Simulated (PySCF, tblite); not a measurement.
# C5H12O2Si: geometry, infrared bands and NMR shifts

Wanted: the infrared bands and NMR shifts of C5H12O2Si (`COC[Si@H]1CCOC1`), by calculation.

The runs use tblite 0.8.0 and PySCF 2.14.0, with density-fitted response routines of our own; the level of theory stands in each step. All values are computed, except where a source is named. Atoms count from 0, in the outputs and in this text.

### Step 1. The starting structure

20 atoms, charge 0, multiplicity 1; geometry from: force field or distance geometry start.

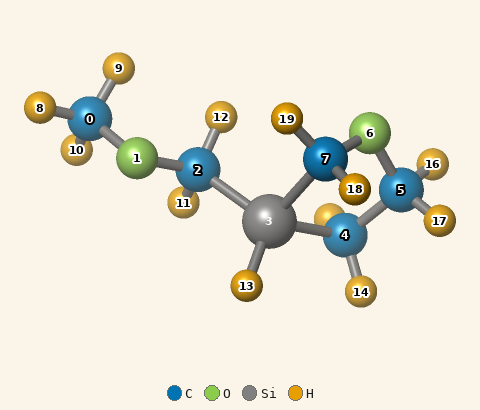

The starting geometry (carbon blue, oxygen green, silicon grey, hydrogen amber), atoms numbered.

### Step 2. Geometry optimisation with GFN2-xTB

The job: settings as JSON, then the geometry in Å.

```
{"job": {"kind": "relax", "xc": "GFN2-xTB", "basis": "xTB"}, "charge": 0, "multiplicity": 1}
C      3.392300    -0.113400     0.111100
O      2.223700     0.466700    -0.460900
C      1.212400    -0.445300    -0.175300
Si    -0.452700     0.094700    -0.834600
C     -1.669000    -1.295500    -0.423800
C     -2.524300    -0.582500     0.563900
O     -1.776200     0.345100     1.253700
C     -1.283600     1.300000     0.370300
H      4.237200     0.574500    -0.079700
H      3.184700    -0.240100     1.200600
H      3.600000    -1.093700    -0.340100
H      1.434900    -1.427300    -0.666400
H      1.119700    -0.560900     0.923400
H     -0.484100     0.508700    -2.200200
H     -2.259800    -1.427000    -1.336200
H     -1.162900    -2.198500    -0.046400
H     -2.817400    -1.351200     1.338800
H     -3.451400    -0.205100     0.138300
H     -2.073900     1.871200    -0.128300
H     -0.454800     1.906400     0.788600
```

Command:

```bash
$ OMP_NUM_THREADS=1 python probes_run.py task.json out
```

This one command runs all jobs of the session in turn.

**Question.** This job is followed by: GFN2-xTB harmonic vibrations, gas phase; GIAO PBE0/pcSseg-1 NMR shielding, non-relativistic, gas phase. Predict these results of the whole session: strongest single infrared mode (GFN2-xTB); zero-point energy (GFN2-xTB); ¹³C shifts against TMS (PBE0/pcSseg-1); ¹H shifts against TMS (PBE0/pcSseg-1, means over atoms taken as alike); ¹⁷O shifts against H2O (PBE0/pcSseg-1); ²⁹Si shifts against TMS (PBE0/pcSseg-1).

**Answer**, as computed:

| quantity | value |
| --- | --- |
| strongest single infrared mode (GFN2-xTB) | 2240 cm⁻¹, 295 km/mol |
| zero-point energy (GFN2-xTB) | 101.9 kcal/mol |
| ¹³C shifts against TMS (PBE0/pcSseg-1) | 72.8, 65.8, 65.7, 60.9, 14.4 ppm |
| ¹H shifts against TMS (PBE0/pcSseg-1, means over atoms taken as alike) | 4.46, 4.42, 3.96, 3.48, 3.44, 3.36, 3.19, 3.12, 0.84, 0.80 ppm |
| ¹⁷O shifts against H2O (PBE0/pcSseg-1) | 53.6, 4.6 ppm |
| ²⁹Si shifts against TMS (PBE0/pcSseg-1) | -9.8 ppm |

Over 109 steps the energy fell by 0.743 eV; of the close pairs, C4–C5 changed most, 1.488 to 1.534 Å. All 54 modes are real, so the xTB geometry is a minimum. The strongest single mode, at 2240 cm⁻¹, moves mainly H13. Unscaled tight-binding wavenumbers are off by several per cent, some by more. Its intensities can rank the bands wrongly. C5 (sp3 CH2 bonded to O) lies farthest downfield among carbon, at 72.8 ppm; deshielded by the electronegative neighbour. At PBE0/pcSseg-1: The largest span, 130 ppm, is at O6, where the paramagnetic term is -113 ppm.
